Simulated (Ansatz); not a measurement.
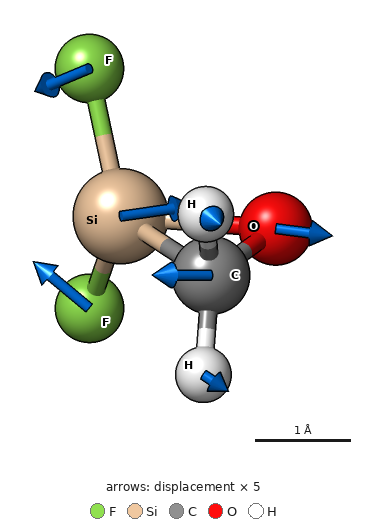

This is a relaxation of CH$_{2}$F$_{2}$OSi (coarse preliminary run). The starting structure is drawn; blue arrows show the displacements, 5 times their true length. The two geometries are superimposed by the best rigid fit.

The picture is a ball-and-stick view, seen from a free direction.

The start comes from a force field.

Level of theory: RKS PBE-D4/def2-SVP (Ansatz).

Input file:
```yaml
crystal:
  periodic: [false, false, false]
  atoms:
    - {symbol: F, position_ang: [0.856700, -1.161900, 1.647400]}
    - {symbol: Si, position_ang: [-0.024000, -0.790100, 0.324900]}
    - {symbol: F, position_ang: [-0.571800, -2.009400, -0.550900]}
    - {symbol: C, position_ang: [-0.130300, 0.923800, -0.263300]}
    - {symbol: O, position_ang: [0.934100, 0.146000, -0.669400]}
    - {symbol: H, position_ang: [-0.061800, 1.719500, 0.461400]}
    - {symbol: H, position_ang: [-0.941700, 1.104100, -0.995700]}
basis:
  gaussian: {orbitals: def2-SVP}
hamiltonian: {xc: pbe, dispersion: d4}
relax: {f_tol: 0.03, max_steps: 200}
```

Command:
```bash
ansatz run in.yaml --threads 2 --pin off --events-out ev --progress --plain --max-ram 4352MiB
```

**What happened in the run?**

Over 6 accepted moves (8 points after the start) the energy falls by 0.558 eV. The largest force component goes from 3.1 to 0.0034 eV/Å. The line search rejected the trial steps at points 3, 6 of the run. The largest moves after the best rigid fit, 0.17 Å, are those of Si2 and F3. By element the largest moves are Si 0.17 Å, F 0.17 Å, C 0.14 Å, O 0.12 Å, H 0.08 Å. Near-neighbour distances that change, for instance: C4–O5 1.379 → 1.546 Å, C4–H6 1.078 → 1.107 Å, Si2–F3 1.598 → 1.615 Å, F1–Si2 1.632 → 1.615 Å. Among the angles between lasting bonds that change: O5–C4–H6 124.4° → 112.2°, F3–Si2–O5 107.4° → 119.0°, F1–Si2–O5 107.5° → 119.0°. The run took 12 s on 2 threads of Arm Neoverse V2, on a shared host.
